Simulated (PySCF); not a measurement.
SMILES C[Se][Se]C, singlet at its B3LYP/def2-SVP optimised geometry (Å):

```
10

C      2.2926    -1.1353     1.9352
Se     1.9121    -1.2062     0.0000
Se    -0.4364    -1.2062     0.0000
C     -0.8171     0.7304     0.0000
H      3.3873    -1.1983     2.0323
H      1.8260    -1.9887     2.4433
H      1.9401    -0.1894     2.3663
H     -1.9121     0.8251    -0.0622
H     -0.3540     1.2062    -0.8736
H     -0.4608     1.1965     0.9277
```

Method: B3LYP/def2-TZVP (PySCF).

Map of the Laplacian of the electron density (e/bohr⁵) on the plane z = 1.5 Å:

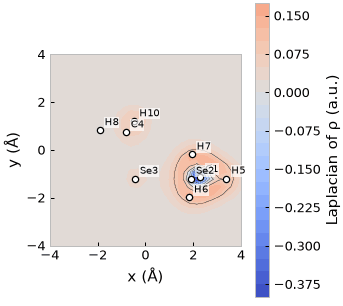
Fig. 1. Laplacian of the electron density (e/bohr⁵) on the plane z = 1.5 Å.
